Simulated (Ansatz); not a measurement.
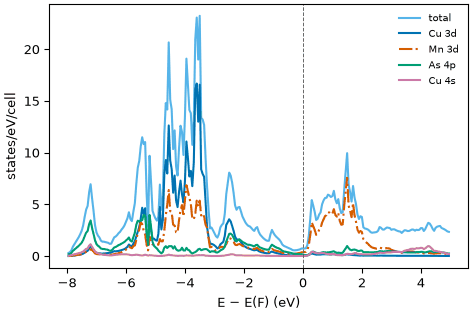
Figure. Total and projected density of states of MnCuAs in space group P4/nmm (No. 129; Mn on 2c, Cu on 2b, As on 2c), DFT-r²SCAN in the program Ansatz with PAW potentials

Problem. Which orbitals carry the states next to the Fermi level?

Solution. Within 0.5 eV of the Fermi level: Mn 3d 55 %, As 4p 14 %, Cu 4s 6 %, Cu 3d 6 %, Mn 4s 5 %, outside the projected shells 12 %. Projections are on Löwdin-orthogonalised atomic valence shells; empty p or d shells of many metals are not among them.

Problem. Where is the tallest occupied peak in this window, and what makes it?

Solution. Near -3.5 eV, about 23 states/eV per cell; the largest projected share is Cu 3d.

The first step of the workflow began from a Materials Project structure, measured or hypothetical; the Crystallography Open Database copy checked does not list it. Its standing as an ambient phase is unchecked. The r²SCAN relaxation kept the symmetry of its start, as lowered by the spin order; whether a distortion lowers the energy is not shown. Spin order of the final state: antiferromagnetic, chosen from 3 collinear starts compared on coarse meshes (ties went to the first, and starts can fall back to one state), not a proven ground state. Other orbital occupations within this spin state were not tried. Spin–orbit coupling is left out wherever it is not named.

Potentials: the later of the program's two PAW sets.
